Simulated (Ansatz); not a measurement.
## Electronic structure of C5ClO5Re (SMILES [O+]#[C][Re-5]([Cl])([C]#[O+])([C]#[O+])([C]#[O+])[C]#[O+]) in real space

```xyz
12

O     0.7097   -0.5452    2.8010
C     0.4337   -0.3331    1.7114
Re   -0.0336    0.0258   -0.1327
Cl   -0.6283    0.4823   -2.4782
C    -1.2302    1.5598    0.3833
O    -1.9048    2.4233    0.6630
C    -1.6102   -1.2234   -0.0623
O    -2.4983   -1.9230   -0.0329
C     1.5034    1.3054   -0.3593
O     2.3641    2.0260   -0.4968
C     1.1236   -1.4777   -0.8045
O     1.7710   -2.3202   -1.1920
```

Geometry: PBE0-D4/def2-TZVP; core potentials replace the inner electrons of Re.

These are results of RKS PBE0-D4/def2-TZVPP (Ansatz 0.2.0), not measurements.

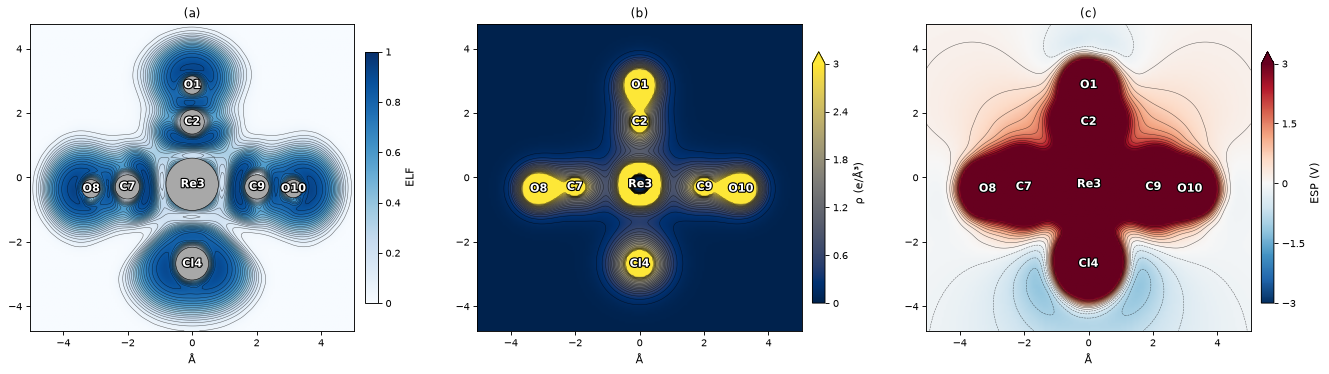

Figure 1. (a) ELF; (b) electron density; (c) molecular electrostatic potential on the plane of atoms C7, Re3 and C9. Grey discs cover the atomic cores in the ELF map.

Q: What do the fields say about this system?

A:
- The section cuts through O, C, Re and Cl sites.
- C–O (1.13 Å): ρ at the midpoint is about 4.1 e/Å³; the ELF peaks at about 0.85 between the atoms: a multiple bond.
- C–Re (1.94 Å): ρ is about 1 e/Å³ halfway; the ELF peaks at about 0.90 in the valence shell of C, 0.6 Å from its nucleus, and is about 0.25 at the midpoint.
- Re–Cl (2.46 Å): the density is about 0.5 e/Å³ at the midpoint; the ELF peaks at about 0.85 in the valence shell of Cl, 0.9 Å from its nucleus, and is about 0.35 at the midpoint.
- C–Re (2.01 Å): the density is about 0.87 e/Å³ at the midpoint; the ELF peaks at about 0.90 in the valence shell of C, 0.6 Å from its nucleus, and is about 0.20 at the midpoint.
- The ELF also peaks beside O8, O10 and O1, away from the bonds: lone-pair regions.
- Outside the dense part of the molecule the potential is most negative (−1.2 V) near Cl4.

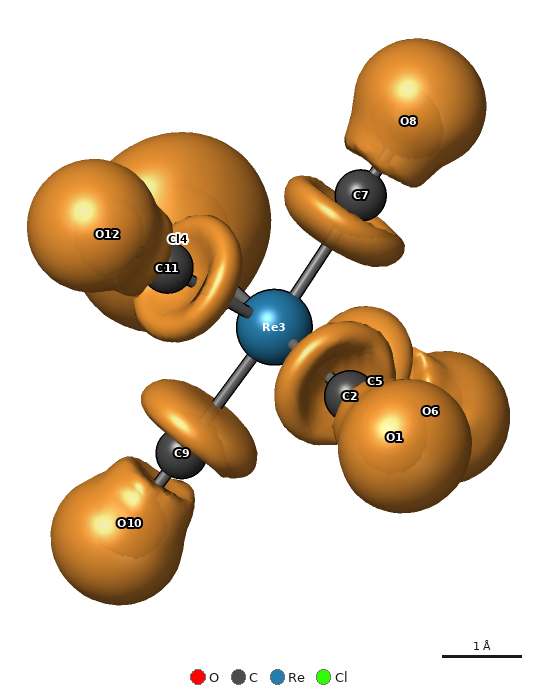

Figure 2. Isosurface of the electron localisation function at 0.75 (orange), seen at a tilt. Only the valence region is drawn (cores and ρ < 0.01 e/Å³ removed).

Q: Identify the bonds, lone pairs and shells in this picture.

A: The ELF exceeds this value in five lobes of the valence shell of C pointing towards Re (polar bonds), five regions on O in which the atom's valence shell and bonds are merged and one region wrapped around Cl (its valence shell).

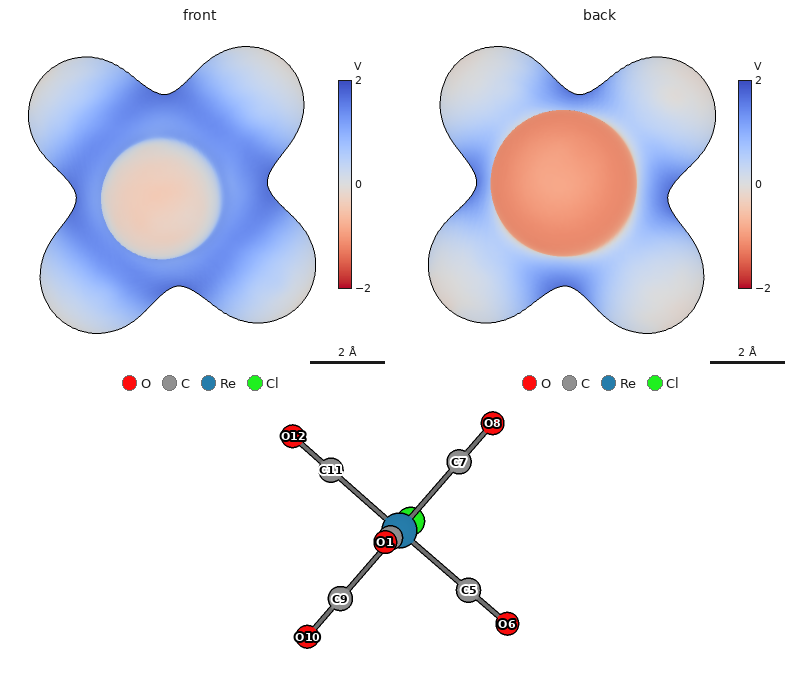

Figure 3. The electrostatic potential painted on the density surface at 0.002 e/bohr³, seen from the front and from behind; red is negative and blue positive. The bare structure is drawn below in the same view.

Q: Describe the electrostatic potential map.

A: The most negative region (about −1.1 V) lies over Cl4, the most positive (about +1.6 V) over the C and Re atoms.

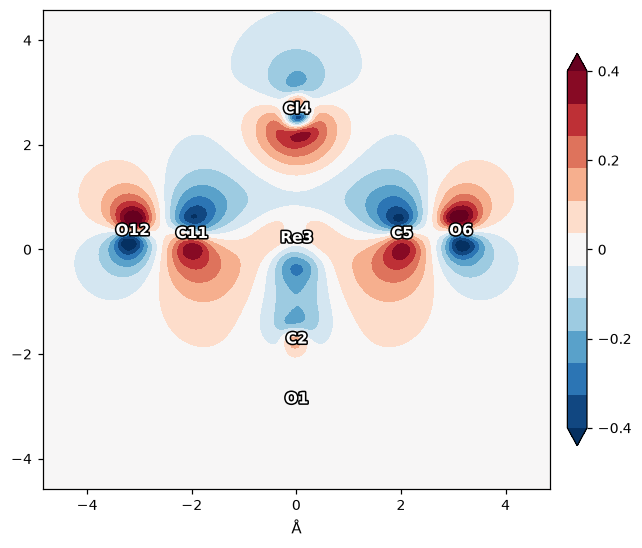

Figure 4. The LUMO on the plane of atoms C5, Re3 and C11 (values in Å⁻³ᐟ²; the overall sign is arbitrary).

Q: Describe this orbital and give its energy.

A: By Hirshfeld shares it lies mainly on C5 (about 10 %), C7 (about 10 %), C9 (about 10 %), C11 (about 10 %), Re3 (about 10 %) and Cl4 (about 10 %). Its energy is −2.53 eV.
